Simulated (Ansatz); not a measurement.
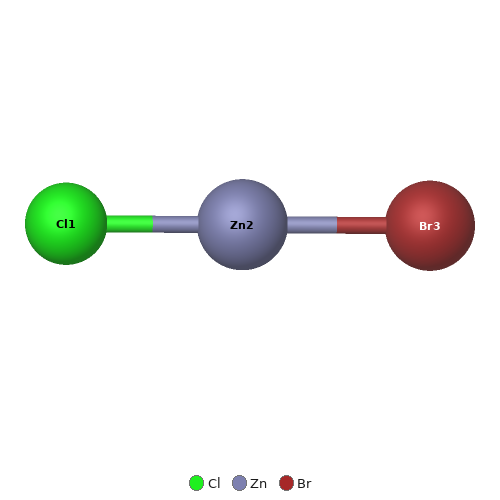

The system is BrClZn, SMILES [Cl][Zn][Br]; the picture shows the reference structure. The first coordinate is: angle Cl1–Zn2–Br3 (carried through 180); the second: change of the bonds Zn2–Cl1, Zn2–Br3, all alike. Nothing is relaxed (all other coordinates rigid). Grid: 15 × 15 points; 199 points were computed and 26 follow by symmetry. Points are written as (first, second). Energies are in kcal/mol, from the relaxed molecule at the same level. Level of theory: Ansatz, RKS PBE0-D4/def2-TZVP.

Its coordinates:

```xyz
3

Cl   -1.8570    0.9408   -0.9235
Zn   -0.1635    0.0539   -0.0850
Br    1.6377   -0.8902    0.8067
```

Range: angle Cl1–Zn2–Br3 (carried through 180) from 140.0 to 220.0°; change of the bonds Zn2–Cl1, Zn2–Br3, all alike from −0.237 to 0.366 Å.

Q: What landscape does the calculation give?

A: The lowest grid point is at (180.0°, 0.022 Å), 0.16 kcal/mol from the relaxed molecule at the same level. No other kind of well shows on this grid. The highest grid point, (220.0°, −0.237 Å), lies 39.9 kcal/mol above the lowest. Round the minimum the two coordinates are nearly uncoupled.

```
second ↓, first →  140.0  145.7  151.4  157.1  162.9  168.6  174.3  180.0  185.7  191.4  197.1  202.9  208.6  214.3  220.0
            0.366   33.7   32.3   31.2   30.3   29.5   29.0   28.7   28.6   28.7   29.0   29.5   30.3   31.2   32.4   33.7
            0.323   28.8   27.4   26.2   25.3   24.5   24.0   23.6   23.5   23.6   24.0   24.5   25.3   26.2   27.4   28.8
            0.280   24.2   22.8   21.5   20.5   19.7   19.1   18.8   18.7   18.8   19.1   19.7   20.5   21.5   22.8   24.3
            0.237   20.0   18.4   17.1   16.1   15.2   14.6   14.3   14.1   14.3   14.6   15.2   16.1   17.1   18.5   20.0
            0.194   16.2   14.6   13.2   12.0   11.1   10.5   10.1   10.0   10.1   10.5   11.2   12.1   13.2   14.6   16.2
            0.151   12.9   11.2    9.8    8.6    7.6    7.0    6.6    6.4    6.6    7.0    7.6    8.6    9.8   11.2   12.9
            0.108   10.4    8.5    7.0    5.7    4.7    4.1    3.6    3.5    3.6    4.1    4.8    5.8    7.0    8.6   10.4
            0.065    8.6    6.7    5.1    3.7    2.7    1.9    1.5    1.3    1.5    1.9    2.7    3.7    5.1    6.7    8.6
            0.022    7.9    5.9    4.1    2.7    1.6    0.8    0.3    0.2    0.3    0.8    1.6    2.7    4.1    5.9    7.9
           −0.022    8.4    6.2    4.4    2.9    1.7    0.9    0.3    0.2    0.3    0.9    1.7    2.9    4.4    6.3    8.4
           −0.065   10.4    8.1    6.1    4.5    3.3    2.4    1.8    1.6    1.8    2.4    3.3    4.5    6.2    8.1   10.4
           −0.108   14.2   11.7    9.6    7.9    6.5    5.6    5.0    4.8    5.0    5.6    6.5    7.9    9.6   11.7   14.2
           −0.151   20.1   17.4   15.2   13.4   11.9   10.9   10.3   10.1   10.3   10.9   11.9   13.4   15.2   17.5   20.1
           −0.194   28.5   25.7   23.3   21.3   19.8   18.7   18.0   17.8   18.0   18.7   19.8   21.3   23.3   25.7   28.5
           −0.237   40.0   37.0   34.4   32.3   30.6   29.5   28.8   28.5   28.8   29.5   30.6   32.3   34.4   37.0   40.0
```

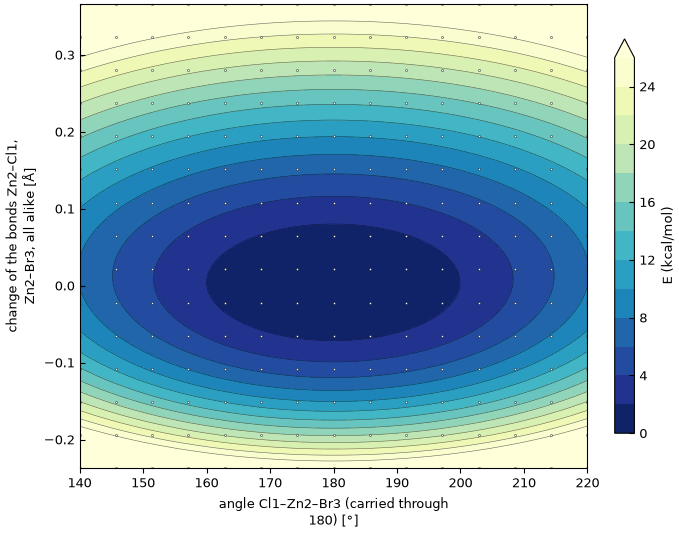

The picture shows filled contours, dots at the grid points, one colour for all values above the top of the scale. Between grid points the surface is interpolated.

Each point was launched as `ansatz run input.yaml --threads 1 --pin off --max-ram 2560MiB --backend cpu --events-out ev --progress --plain --runs-dir out`. Time for the 199 points that were run: 40 min on 1 thread of Arm Neoverse N1 (shared host).
